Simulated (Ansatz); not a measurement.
**How methods differ on GeH4 (germane)**

GeH4 has 5 atoms, charge 0, and is taken as a singlet. As SMILES, `[GeH4]`. The coordinates come from a PBE0-D4/def2-TZVP relaxation.

```tsv
atom	x (Å)	y (Å)	z (Å)
Ge	0.0001	0.0001	0.0000
H	1.1481	-0.7563	0.6806
H	-1.2388	-0.0300	0.9042
H	-0.3292	-0.6691	-1.3406
H	0.4198	1.4554	-0.2441
```

Each level gives the energy change with the Ge1–H3 bond stretched from 1.534 to 3.835 Å (eV). The values are calculated.

```csv
level,kind,program,value (eV),less FCI/STO-3G,CPU time (all runs)
HF/STO-3G (restricted),Hartree–Fock,Ansatz,10.07,+5.15,0.33 s
PBE/STO-3G (restricted),GGA,Ansatz,6.99,+2.07,2.9 s
r2SCAN/STO-3G (restricted),meta-GGA,Ansatz,7.42,+2.50,6.9 s
B3LYP/STO-3G (restricted),global hybrid,Ansatz,7.61,+2.69,2.2 s
wB97M-V/STO-3G (restricted),range-separated hybrid,Ansatz,8.59,+3.67,26 s
B2PLYP/STO-3G (restricted),double hybrid,Ansatz,6.90,+1.98,2.8 s
RPA@PBE/STO-3G (restricted),RPA,Ansatz,5.83,+0.91,4.7 s
CCSD(T)/STO-3G (restricted),coupled cluster or CI,Ansatz,4.87,-0.05,0.36 s
CCSDTQ/STO-3G (restricted),coupled cluster or CI,Ansatz,4.92,0.00,14 s
FCI/STO-3G,exact in the basis,Ansatz,4.92,0.00,3.2 s
```

FCI/STO-3G is exact within its basis and frozen core, so for wave-function methods in that basis the difference is their error; functionals converge differently with the basis, so for them it is only a difference. Spin-restricted single references rise too steeply as a bond breaks, Hartree–Fock most of all. Perturbation and coupled-cluster corrections on them can overshoot downwards. All-electron rows without a relativistic Hamiltonian named are non-relativistic. The first shape isn't each level's own minimum. The values span 4.87 to 10.07 eV. All rows use very small basis sets, so even the best lies far from the true value. In the correlated wave-function rows the outer d shell of Ge is correlated, in sets not made for it. Times are those of the runs behind each value, whatever else they computed, on shared processors of several kinds: orders of magnitude only.

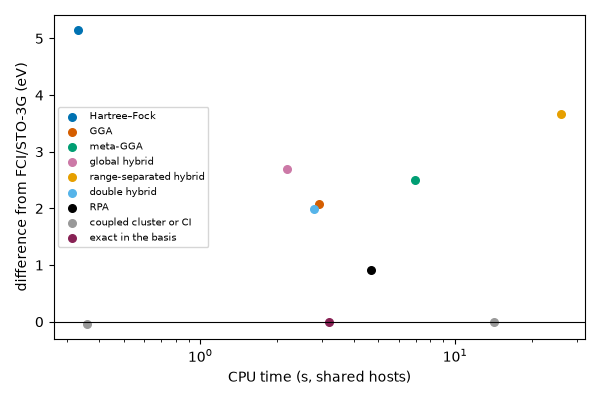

Difference from FCI/STO-3G against processor time, one point a level.
